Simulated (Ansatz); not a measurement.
Electronic density of states of amorphous Ti$_{20}$O$_{43}$Sb$_{2}$, density 3.70 g/cm³, on a 2×2×2 Γ-centred mesh with a Gaussian width of 0.1 eV; energies count from the Fermi level, whose place inside the gap is arbitrary. Cell and mesh are small, so fine structure isn't converged. Method: PBE, scalar-relativistic without spin-orbit coupling (plane waves to 420 eV, PAW; Ansatz, an electronic-structure program). Sampling: a 2×2×2 Γ-centred mesh; Fermi-Dirac width 0.02 eV; no spin polarisation. At PBE the levels at the empty edge of the gap are localised (band-tail or defect states).

The cell was made by melting and quenching with the CHGNet potential and then relaxed with DFT. O atoms were pushed apart under 1.9 Å during the dynamics, to hinder bonds among them. The hot cell started wider than the set density and was brought back towards it in steps. It is the lowest in DFT energy of 2 quenches. It is a model cell: composition and starting density were chosen by hand, and all elements were melted together. No dispersion term was used. Its density started from a set value of 3.81 and ended at 3.70 g/cm³. Cooling (nominally 300 K/ps over its main leg) ran many orders faster than in experiment, which tends to leave more defects and strain. One small periodic cell is one sample of the glass; other quenches scatter about these values. Volume and shape were free in the relaxation.

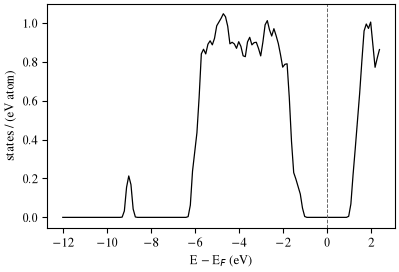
Figure. Density of states per atom

The level gap on this mesh is 2.35 eV; the broadening fills part of it in the curve.
